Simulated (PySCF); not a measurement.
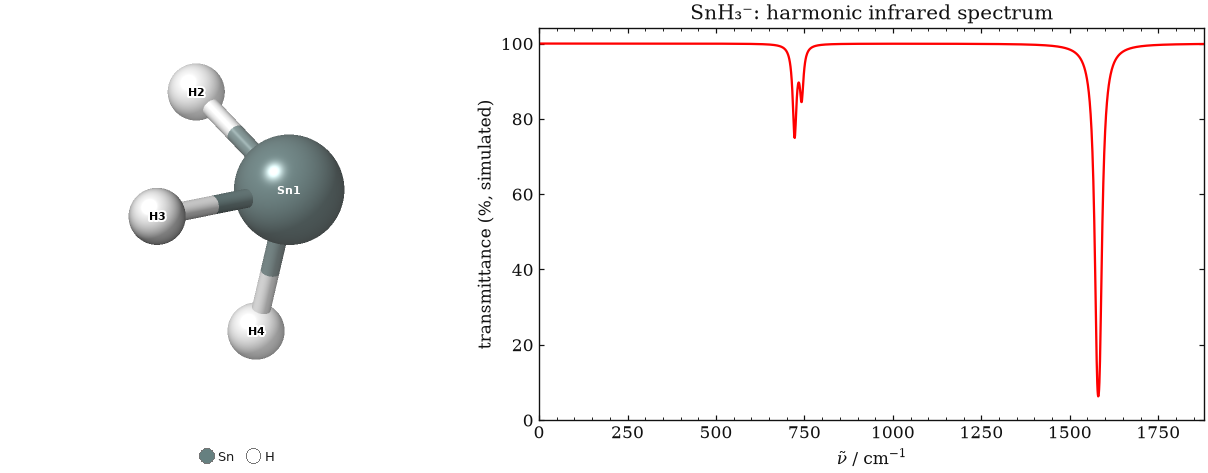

Infrared spectrum of SnH₃⁻, singlet (point group C3v). Unscaled harmonic wavenumbers and double-harmonic intensities, PBE0/def2-TZVPD (ECP) in PySCF 2.14.0, isolated molecule. The structure is the lowest point that the starts tried gave, with the shape that electron-pair counting expects. Degenerate modes count as one line, with their intensities summed. Lorentzian lines of 12 cm⁻¹ full width. Close modes add up in the curve.

Question: List the modes.

Answer:
```tsv
cm⁻¹	km/mol	symmetry
722.2	213.7	a1
742.1	112.8	e (×2)
1579.7	1566.9	e (×2)
1582.9	695.5	a1
```
